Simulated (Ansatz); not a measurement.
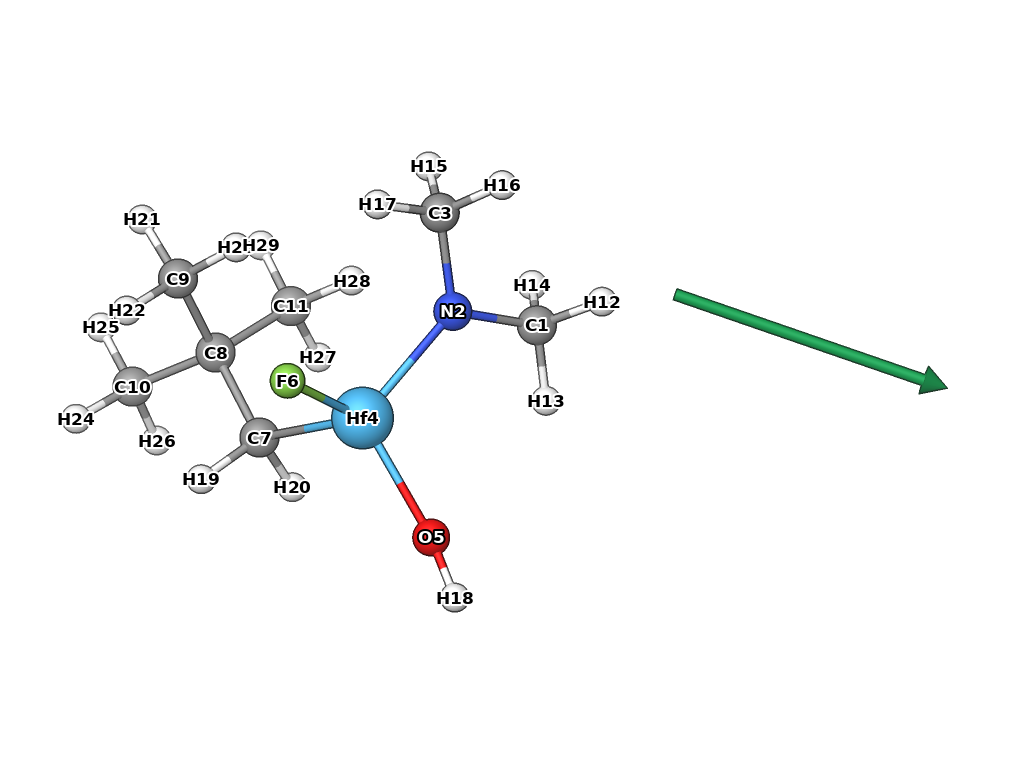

The arrow beside the molecule shows the direction of the dipole moment, from the negative to the positive end (its length means nothing). Charge 0, singlet. The computed structure is the end point of a PBE0-D4/def2-TZVP optimisation. No frequency run is at hand to confirm it as a minimum. Level of theory: RKS B3LYP-D4/def2-TZVPP, core potentials on Hf (Ansatz 0.2.0).

Q: Estimate the dipole moment.

A: 2.07 D; it points from the side of H21, H22, H24, H25 to the side of H12 (the outermost atoms at the two ends).
